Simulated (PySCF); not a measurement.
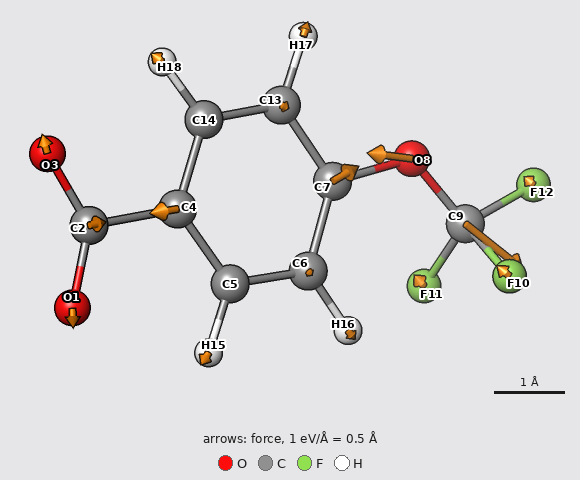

Starting geometry of C8H4F3O3 (charge −1) with the computed forces as orange arrows. The picture is a ball-and-stick view, seen at a tilt.

The start comes from GFN2-xTB.

All numbers below come from PySCF, PBE0-D3(BJ)/def2-SVP geometry optimisation, gas phase. 

Question: Is this structure relaxed? If not, where do the atoms go?

Answer: It isn't relaxed: the largest force vector, on C9, is 2.43 eV/Å. The final displacements have little in common with the starting forces (cosine between the two patterns 0.05). The largest move after the best rigid fit is that of F10, 0.50 Å. Largest moves by element: F 0.50 Å, H 0.37 Å, O 0.33 Å, C 0.24 Å. Some distances before and after: C7–O8 1.440 → 1.404 Å, O8–C9 1.296 → 1.326 Å, C2–C4 1.578 → 1.552 Å, C9–F10 1.353 → 1.334 Å. Among the angles between lasting bonds that change: F10–C9–F12 105.2° → 108.0°, O8–C9–F11 115.8° → 113.4°, O8–C9–F10 115.8° → 113.6°. Groups turn about C7–O8 by about 30°. The energy falls by 2.72 kcal/mol in 15 geometry steps.

Limits of the set-up: the basis has no diffuse functions, which an anion needs.
